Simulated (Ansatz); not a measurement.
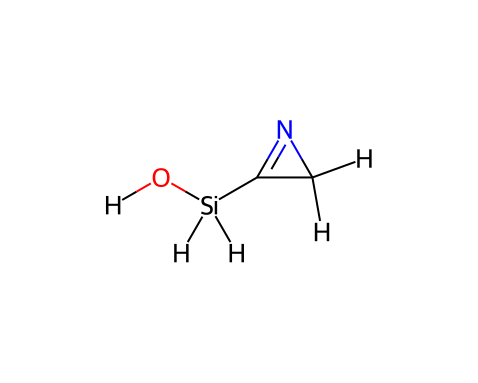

The drawing above gives the connectivity. The geometry was computed by an optimisation with PBE-D4/def2-SVP. No frequency run is at hand to confirm it as a minimum.

What does the molecule look like in three dimensions?

Formula C2H5NOSi. As SMILES it reads `O[SiH2]C1=NC1`. Independent rings (smallest set): 1 of 3 members. Among its groups: imine, Si–H bond, Si–O bond. Coordination, clear cases only: 1 O bent; 1 Si tetrahedral.

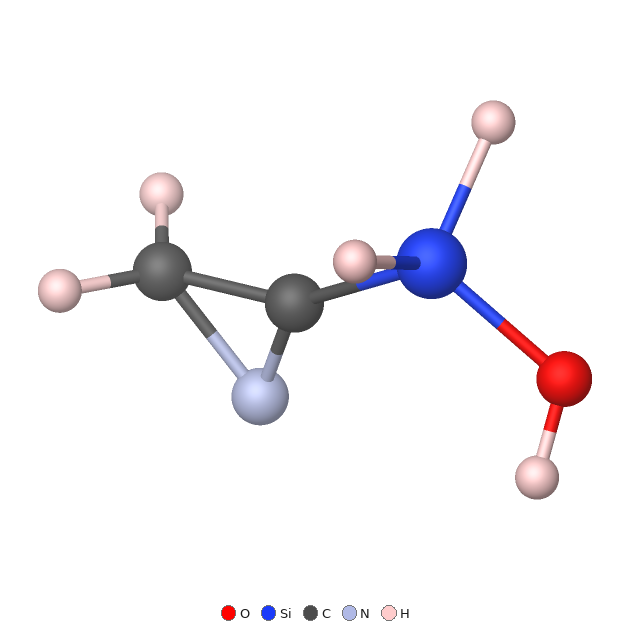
